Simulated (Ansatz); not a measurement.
# AlB (singlet): correlated methods under varied settings at distance B1–Al2 = 3.811 Å

Aim: run AlB (singlet) at one geometry under a spread of methods and options, and see what each costs and gives.

The runs use Ansatz 0.2.0, Gaussian basis; the settings change from run to run.

19 further runs of the same task are left out: 1 for a known fault of the program, 13 that didn't finish, 5 set aside as unsound or not needed.

**1. What is computed**

The geometry derives from a PBE0/def2-TZVP stationary point (not a proven minimum). One bond is set to the value named and the two fragments are kept rigid.

2 atoms, charge 0, spin multiplicity 1.

Atoms are counted from 1 here; the program's logs count them from 0.

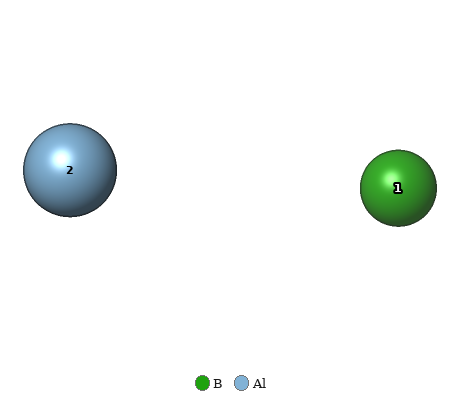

The geometry (boron green, aluminium light blue); atoms are numbered from 1 in the order of the file.

Coordinates:

```
B     0.0000    0.0000    0.0000
Al    0.0000    0.0000    3.8110
```

**2. CISDT/cc-pVDZ**

in.yaml reads:

```yaml
crystal:
  periodic: [false, false, false]
  atoms:
    - {symbol: B, position_ang: [0.000000, 0.000000, 0.000000]}
    - {symbol: Al, position_ang: [0.000000, 0.000000, 3.811000]}
basis:
  gaussian: {orbitals: cc-pVDZ}
correlation: {active_space: {ras: {orbitals: [3, 0, 23], electrons: 6, max_holes: 3, max_particles: 3}, fixed_orbitals: true}}
scf: {lower_state_search: off}
output: {forces: true}
```

On the command line:

```console
$ ansatz run in.yaml --threads 1 --pin off --events-out ev --progress --plain --max-ram 2393MiB
```

Output:

```text
Functional definition: HF
  name "HF"
  cite "Fock, Z. Phys. 61, 126 (1930) doi:10.1007/BF01340294"
  parent pbe
  exchange = exact_x
  correlation = 0
these checks for a lower state are left out or cut short: starts, cluster_reference, orbital_swaps, neighbouring_geometries, increment
315 factors; integrals over basis functions are off by at most 4.0e-4 eV
mean field evaluation 1: about -7247.7126 eV, gradient 3.8e0 eV
mean field evaluation 2: about -7247.7125 eV, gradient 3.8e0 eV
mean field evaluation 4: about -7247.9067 eV, gradient 6.3e-1 eV
mean field evaluation 8: about -7247.9124 eV, gradient 2.8e-4 eV
mean field -7247.91239074 eV, -266.3558675481 hartree, gradient 1.7e-6 eV, S^2 0.000000; 0 other end points of the search recorded, 0 dependent functions left out
reference -7247.91239074 eV, -266.3558675481 hartree; 9, 9 occupied and 23, 23 virtual orbitals, 315 factors
state -7251.88726397 eV, -266.5019414450 hartree
the calculation of the forces begins
Total energy: -7251.88726397 eV, -266.5019414450 hartree
Atom 0 at     0.000000     0.000000     0.000000 Å, force     0.000000    -0.000000     0.682214 eV/Å
Atom 1 at     0.000000     0.000000     3.811000 Å, force    -0.000000     0.000000    -0.682214 eV/Å
Dipole moment:    -0.000000     0.000000     0.223658 e Å
Checks for a lower state left out: starts, cluster_reference, orbital_swaps, neighbouring_geometries, increment
```

It took 1.2 s on 1 thread of Arm Neoverse V1, shared host.

From the report: 29,794 determinants.

**3. CCSD(T) on RHF/STO-3G**

in.yaml reads:

```yaml
crystal:
  periodic: [false, false, false]
  atoms:
    - {symbol: B, position_ang: [0.000000, 0.000000, 0.000000]}
    - {symbol: Al, position_ang: [0.000000, 0.000000, 3.811000]}
basis:
  gaussian: {orbitals: STO-3G}
magnetization: {spin_polarized: false}
correlation: {method: ccsd_t, electrons: outside_noble_gas}
```

Launched as before.

Output, cut to the lines that bear on the results:

```text
Functional definition: HF
  name "HF"
  cite "Fock, Z. Phys. 61, 126 (1930) doi:10.1007/BF01340294"
  parent pbe
[...]
148 factors; integrals over basis functions are off by at most 1.1e-4 eV
[...]
a density is far from that of the atoms, so the factors are made again for it
155 factors; integrals over basis functions are off by at most 6.5e-6 eV
[...]
mean field -7153.73773510 eV, -262.8950127872 hartree, gradient 1.5e-6 eV, S^2 0.000000; 9 other end points of the search recorded, 0 dependent functions left out; unrestricted orbitals would lower it
[...]
determinant -7153.73773510 eV, -262.8950127872 hartree, with singles and doubles -7157.93427589 eV, -263.0492328167 hartree
determinant -7152.23586994 eV, -262.8398202606 hartree, with singles and doubles -7156.92275538 eV, -263.0120601238 hartree
determinant -7150.81849656 eV, -262.7877327499 hartree, with no singles and doubles
determinant -7150.80483481 eV, -262.7872306898 hartree, with no singles and doubles
unrestricted determinant -7156.88627988 eV, -263.0107196738 hartree, S^2 1.0083
6 core orbitals not correlated: weight in the atoms' cores, before any rotation towards them, 1.000 or more for the frozen orbitals, at most 0.000 for the correlated occupied ones
reference -7153.73773510 eV, -262.8950127872 hartree; 3, 3 occupied and 5, 5 virtual orbitals, 155 factors
second order -2.77616069 eV of doubles, -0.00000000 eV of singles
cycle   1  -2.43927126 eV  change   -9.7e-1 eV  update   1.6e-1
[...]
cycle  24  -4.94393133 eV  change    2.9e-6 eV  update   2.9e-7
perturbative correction -0.01388964 eV, -0.0005104348 hartree
WARN: these amplitudes may be one of several solutions (largest doubles amplitude 0.79, level shift 7.48 eV)
Total energy: -7158.69555606 eV, -263.0772093472 hartree
```

Wall time 0.82 s (1 thread of Arm Neoverse V1, shared host).

From the report: correlation -4.9578 eV; T1 0.115; largest double amplitude 0.79. The report flags that the cluster equations may have other roots.

**4. CISD/6-31++G****

in.yaml reads:

```yaml
crystal:
  periodic: [false, false, false]
  atoms:
    - {symbol: B, position_ang: [0.000000, 0.000000, 0.000000]}
    - {symbol: Al, position_ang: [0.000000, 0.000000, 3.811000]}
basis:
  gaussian: {orbitals: "6-31++G**"}
correlation: {active_space: {ras: {orbitals: [3, 0, 33], electrons: 6, max_holes: 2, max_particles: 2}, fixed_orbitals: true}}
```

Same command.

Output:

```text
Functional definition: HF
  name "HF"
  cite "Fock, Z. Phys. 61, 126 (1930) doi:10.1007/BF01340294"
  parent pbe
  exchange = exact_x
  correlation = 0
344 factors; integrals over basis functions are off by at most 2.7e-4 eV
mean field evaluation 1: about -7247.2041 eV, gradient 3.6e0 eV
mean field evaluation 2: about -7247.2038 eV, gradient 3.5e0 eV
mean field evaluation 4: about -7247.3976 eV, gradient 4.3e-1 eV
mean field evaluation 8: about -7247.3985 eV, gradient 8.8e-4 eV
mean field evaluation 16: about -7228.9248 eV, gradient 2.2e1 eV
mean field evaluation 32: about -7232.8495 eV, gradient 8.8e-6 eV
mean field evaluation 64: about -7246.7133 eV, gradient 3.7e0 eV
mean field evaluation 96: about -7247.3989 eV, gradient 4.3e-1 eV
mean field -7247.39848492 eV, -266.3369818579 hartree, gradient 7.8e-7 eV, S^2 0.000000; 8 other end points of the search recorded, 0 dependent functions left out
reference -7247.39848492 eV, -266.3369818579 hartree; 9, 9 occupied and 33, 33 virtual orbitals, 344 factors
state -7251.02723393 eV, -266.4703359240 hartree
Total energy: -7251.02723393 eV, -266.4703359240 hartree
```

Wall time 1.1 s (1 thread of Arm Neoverse V1, shared host).

From the report: 4,276 determinants.

**5. CASSCF(2,6)/cc-pVDZ**

in.yaml reads:

```yaml
crystal:
  periodic: [false, false, false]
  atoms:
    - {symbol: B, position_ang: [0.000000, 0.000000, 0.000000]}
    - {symbol: Al, position_ang: [0.000000, 0.000000, 3.811000]}
basis:
  gaussian: {orbitals: cc-pVDZ}
correlation: {active_space: {window: {electrons: 2, orbitals: 6}}}
```

Launched as before.

Output, cut to the lines that bear on the results:

```text
Functional definition: HF
  name "HF"
  cite "Fock, Z. Phys. 61, 126 (1930) doi:10.1007/BF01340294"
  parent pbe
[...]
315 factors; integrals over basis functions are off by at most 4.0e-4 eV
[...]
mean field -7247.91239074 eV, -266.3558675481 hartree, gradient 1.7e-6 eV, S^2 0.000000; 5 other end points of the search recorded, 0 dependent functions left out
reference -7247.91239074 eV, -266.3558675481 hartree; 9, 9 occupied and 23, 23 virtual orbitals, 315 factors
state -7249.26159499 eV, -266.4054498897 hartree
[...]
Total energy: -7249.26159499 eV, -266.4054498897 hartree
```

It took 1.1 s on 1 thread of Arm Neoverse V1, shared host.

From the report: 36 determinants; active occupations 1.57, 0.37, 0.05, 0.02, 0.00, 0.00.

**6. CCSD(T) on RHF/6-31G***

in.yaml reads:

```yaml
crystal:
  periodic: [false, false, false]
  atoms:
    - {symbol: B, position_ang: [0.000000, 0.000000, 0.000000]}
    - {symbol: Al, position_ang: [0.000000, 0.000000, 3.811000]}
basis:
  gaussian: {orbitals: "6-31G*"}
magnetization: {spin_polarized: false}
correlation: {method: ccsd_t, electrons: valence, diis_vectors: 12}
```

Same command.

Output, cut to the lines that bear on the results:

```text
Functional definition: HF
  name "HF"
  cite "Fock, Z. Phys. 61, 126 (1930) doi:10.1007/BF01340294"
  parent pbe
[...]
304 factors; integrals over basis functions are off by at most 4.1e-4 eV
[...]
mean field -7247.21878357 eV, -266.3303779548 hartree, gradient 2.3e-6 eV, S^2 0.000000; 6 other end points of the search recorded, 0 dependent functions left out; unrestricted orbitals would lower it
[...]
determinant -7247.21878357 eV, -266.3303779548 hartree, with singles and doubles -7251.33205650 eV, -266.4815379470 hartree
determinant -7245.84978454 eV, -266.2800681683 hartree, with singles and doubles -7250.54531664 eV, -266.4526257903 hartree
determinant -7244.55883794 eV, -266.2326267560 hartree, with singles and doubles -7249.92325474 eV, -266.4297654373 hartree
unrestricted determinant -7248.62982420 eV, -266.3822327414 hartree, S^2 1.0175
6 core orbitals not correlated: weight in the atoms' cores, before any rotation towards them, 1.000 or more for the frozen orbitals, at most 0.000 for the correlated occupied ones
reference -7247.21878357 eV, -266.3303779548 hartree; 3, 3 occupied and 25, 25 virtual orbitals, 304 factors
second order -2.68604386 eV of doubles, -0.00000000 eV of singles
cycle   1  -3.27774568 eV  change   -7.8e-1 eV  update   1.3e-1
[...]
cycle  16  -4.10748811 eV  change    7.1e-7 eV  update   7.5e-7
perturbative correction -0.22977959 eV, -0.0084442441 hartree
WARN: these amplitudes may be one of several solutions (largest doubles amplitude 0.42, level shift 1.06 eV)
Total energy: -7251.55605127 eV, -266.4897696028 hartree
```

Run time: 1.9 s. Hardware: 1 thread of Arm Neoverse V1, shared host.

From the report: correlation -4.3373 eV; T1 0.038; largest double amplitude 0.42. The report flags that the cluster equations may have other roots.

**7. MP2 on RHF/cc-pVDZ**

in.yaml reads:

```yaml
crystal:
  periodic: [false, false, false]
  atoms:
    - {symbol: B, position_ang: [0.000000, 0.000000, 0.000000]}
    - {symbol: Al, position_ang: [0.000000, 0.000000, 3.811000]}
basis:
  gaussian: {orbitals: cc-pVDZ}
magnetization: {spin_polarized: false}
correlation: {method: mp2, electrons: valence}
scf: {lower_state_search: off}
output: {forces: true}
```

Launched as before.

Output, cut to the lines that bear on the results:

```text
Functional definition: HF
  name "HF"
  cite "Fock, Z. Phys. 61, 126 (1930) doi:10.1007/BF01340294"
  parent pbe
[...]
315 factors; integrals over basis functions are off by at most 4.0e-4 eV
[...]
mean field -7247.91239074 eV, -266.3558675481 hartree, gradient 1.7e-6 eV, S^2 0.000000; 0 other end points of the search recorded, 0 dependent functions left out; unrestricted orbitals would lower it
6 core orbitals not correlated: weight in the atoms' cores, before any rotation towards them, 1.000 or more for the frozen orbitals, at most 0.000 for the correlated occupied ones
reference -7247.91239074 eV, -266.3558675481 hartree; 3, 3 occupied and 23, 23 virtual orbitals, 315 factors
second order -2.76539504 eV of doubles, -0.00000000 eV of singles
[...]
Total energy: -7250.67778578 eV, -266.4574939415 hartree
Atom 0 at     0.000000     0.000000     0.000000 Å, force     0.000000    -0.000000     0.920644 eV/Å
Atom 1 at     0.000000     0.000000     3.811000 Å, force    -0.000000     0.000000    -0.920644 eV/Å
Dipole moment:    -0.000000     0.000000     0.343288 e Å
Checks for a lower state left out: starts, cluster_reference, orbital_swaps, neighbouring_geometries, increment
```

Wall time 0.24 s (1 thread of Arm Neoverse V1, shared host).

**8. NEVPT2(2,7)/cc-pVDZ**

in.yaml reads:

```yaml
crystal:
  periodic: [false, false, false]
  atoms:
    - {symbol: B, position_ang: [0.000000, 0.000000, 0.000000]}
    - {symbol: Al, position_ang: [0.000000, 0.000000, 3.811000]}
basis:
  gaussian: {orbitals: cc-pVDZ, point_charges: [{charge: 1.00, position_ang: [4.496, 0.974, 0.552]}]}
correlation: {method: sc_nevpt2, electrons: outside_noble_gas, active_space: {window: {electrons: 2, orbitals: 7}, states: [{multiplicity: 1, weights: [0.5, 1, 1, 0.5]}, {multiplicity: 3, weights: [1]}]}}
accuracy: high
```

Same command.

Output, cut to the lines that bear on the results:

```text
Functional definition: HF
  name "HF"
  cite "Fock, Z. Phys. 61, 126 (1930) doi:10.1007/BF01340294"
  parent pbe
[...]
595 factors; integrals over basis functions are off by at most 3.4e-9 eV
[...]
mean field -7248.02400378 eV, -266.3599692518 hartree, gradient 2.9e-8 eV, S^2 0.000000; 9 other end points of the search recorded, 0 dependent functions left out; unrestricted orbitals would lower it
reference -7248.02400378 eV, -266.3599692518 hartree; 9, 9 occupied and 23, 23 virtual orbitals, 595 factors
state -7249.32657594 eV, -266.4078378959 hartree
state -7249.29833462 eV, -266.4068000464 hartree
state -7249.16264177 eV, -266.4018134263 hartree
state -7249.13450679 eV, -266.4007794845 hartree
state -7249.32657594 eV, -266.4078378959 hartree; corrected -7251.40331079 eV, -266.4841564939 hartree
state -7249.29833462 eV, -266.4068000464 hartree; corrected -7251.37103060 eV, -266.4829702187 hartree
state -7249.16264177 eV, -266.4018134263 hartree; corrected -7251.21368420 eV, -266.4771878452 hartree
state -7249.13450679 eV, -266.4007794845 hartree; corrected -7251.22066748 eV, -266.4774444761 hartree
state -7249.45054677 eV, -266.4123937396 hartree
state -7249.45054677 eV, -266.4123937396 hartree; corrected -7251.53159444 eV, -266.4888708309 hartree
Total energy: -7251.35707459 eV, -266.4824573449 hartree
```

Wall time 1.8 s (1 thread of Arm Neoverse V1, shared host).

From the report: 49 determinants; active occupations (of the averaged states) 0.84, 0.51, 0.26, 0.21, 0.13, 0.06, 0.00.

**9. NEVPT4(SD)(2,6)/cc-pVDZ**

in.yaml reads:

```yaml
crystal:
  periodic: [false, false, false]
  atoms:
    - {symbol: B, position_ang: [0.000000, 0.000000, 0.000000]}
    - {symbol: Al, position_ang: [0.000000, 0.000000, 3.811000]}
basis:
  gaussian: {orbitals: cc-pVDZ}
correlation: {method: fic_nevpt4_sd, electrons: outside_noble_gas, active_space: {window: {electrons: 2, orbitals: 6}, states: [{multiplicity: 1, weights: [0.5, 1]}, {multiplicity: 3, weights: [1]}], root: 0}}
```

The command is unchanged.

Output, cut to the lines that bear on the results:

```text
Functional definition: HF
  name "HF"
  cite "Fock, Z. Phys. 61, 126 (1930) doi:10.1007/BF01340294"
  parent pbe
[...]
564 factors; integrals over basis functions are off by at most 1.4e-7 eV
[...]
mean field -7247.91238798 eV, -266.3558674468 hartree, gradient 2.1e-6 eV, S^2 0.000000; 5 other end points of the search recorded, 0 dependent functions left out; unrestricted orbitals would lower it
reference -7247.91238798 eV, -266.3558674468 hartree; 9, 9 occupied and 23, 23 virtual orbitals, 564 factors
state -7249.24316289 eV, -266.4047725228 hartree
state -7249.07271160 eV, -266.3985085533 hartree
state -7249.24316289 eV, -266.4047725228 hartree; corrected -7252.20937997 eV, -266.5137789899 hartree
state -7249.07271160 eV, -266.3985085533 hartree; corrected -7252.03184636 eV, -266.5072547502 hartree
state -7249.25720444 eV, -266.4052885403 hartree
state -7249.25720444 eV, -266.4052885403 hartree; corrected -7252.20172281 eV, -266.5134975944 hartree
Total energy: -7252.20937997 eV, -266.5137789899 hartree
```

Run time: 3.7 s. Hardware: 1 thread of Arm Neoverse V1, shared host.

From the report: 20 determinants; active occupations (of the averaged states) 0.90, 0.32, 0.32, 0.27, 0.09, 0.09.

**10. MP2 on RHF/aug-cc-pVDZ**

in.yaml reads:

```yaml
crystal:
  periodic: [false, false, false]
  atoms:
    - {symbol: B, position_ang: [0.000000, 0.000000, 0.000000]}
    - {symbol: Al, position_ang: [0.000000, 0.000000, 3.811000]}
basis:
  gaussian: {orbitals: aug-cc-pVDZ}
magnetization: {spin_polarized: false}
correlation: {method: mp2, electrons: outside_noble_gas}
accuracy: high
output: {forces: true}
```

Launched as before.

Output, cut to the lines that bear on the results:

```text
Functional definition: HF
  name "HF"
  cite "Fock, Z. Phys. 61, 126 (1930) doi:10.1007/BF01340294"
  parent pbe
[...]
895 factors; integrals over basis functions are off by at most 3.3e-9 eV
[...]
mean field -7247.97768304 eV, -266.3582669960 hartree, gradient 2.0e-8 eV, S^2 0.000000; 5 other end points of the search recorded, 0 dependent functions left out; unrestricted orbitals would lower it
[...]
unrestricted determinant -7249.28858490 eV, -266.4064417508 hartree, S^2 1.0369
6 core orbitals not correlated: weight in the atoms' cores, before any rotation towards them, 1.000 or more for the frozen orbitals, at most 0.000 for the correlated occupied ones
reference -7247.97768304 eV, -266.3582669960 hartree; 3, 3 occupied and 41, 41 virtual orbitals, 895 factors
second order -2.85320834 eV of doubles, -0.00000000 eV of singles
[...]
Total energy: -7250.83089138 eV, -266.4631204685 hartree
Atom 0 at     0.000000     0.000000     0.000000 Å, force    -0.000000     0.000000     0.902350 eV/Å
Atom 1 at     0.000000     0.000000     3.811000 Å, force     0.000000    -0.000000    -0.902350 eV/Å
Dipole moment:    -0.000000    -0.000000     0.453870 e Å
```

It took 2.3 s on 1 thread of Arm Neoverse V1, shared host.

**11. All runs side by side**

Where basis and cores are those of an earlier FCI/cc-pVDZ run (-7252.4238 eV), and the state is the same kind, the miss against it is given. † marks a result that the program doubts.

| level | correlated | functions | energy (eV) | from FCI (meV) | time |
| --- | --- | --- | --- | --- | --- |
| CISDT/cc-pVDZ | outside noble gas | 32 | -7251.8873 | 536.5 | 1.2 s |
| CCSD(T) on RHF/STO-3G † | outside noble gas | 14 | -7158.6956 |  | 0.82 s |
| CISD/6-31++G** | outside noble gas | 42 | -7251.0272 |  | 1.1 s |
| CASSCF(2,6)/cc-pVDZ |  | 32 | -7249.2616 | 3162.2 | 1.1 s |
| CCSD(T) on RHF/6-31G* † | valence | 34 | -7251.5561 |  | 1.9 s |
| MP2 on RHF/cc-pVDZ | valence | 32 | -7250.6778 | 1746.0 | 0.24 s |
| NEVPT2(2,7)/cc-pVDZ (mean of several states, beside a point charge) | outside noble gas | 32 | -7251.3571 |  | 1.8 s |
| NEVPT4(SD)(2,6)/cc-pVDZ (lowest root of an average) | outside noble gas | 32 | -7252.2094 |  | 3.7 s |
| MP2 on RHF/aug-cc-pVDZ | outside noble gas | 50 | -7250.8309 |  | 2.3 s |

**12. Outcome**

| quantity | value |
| --- | --- |
| runs | 9 |
| quickest | MP2 on RHF/cc-pVDZ, 0.24 s |
| slowest | NEVPT4(SD)(2,6)/cc-pVDZ (lowest root of an average), 3.7 s |

Total energies in different bases, with other cores or another treatment of relativity can't be set against each other. NEVPT4(SD)(2,6)/cc-pVDZ (lowest root of an average) took 16 times as long as MP2 on RHF/cc-pVDZ; the jobs differ in more than the method. Among the correlated runs with a miss given, it spans +537 to +1746 meV. Hartree-Fock, CASSCF and CASCI lack dynamic correlation by design.
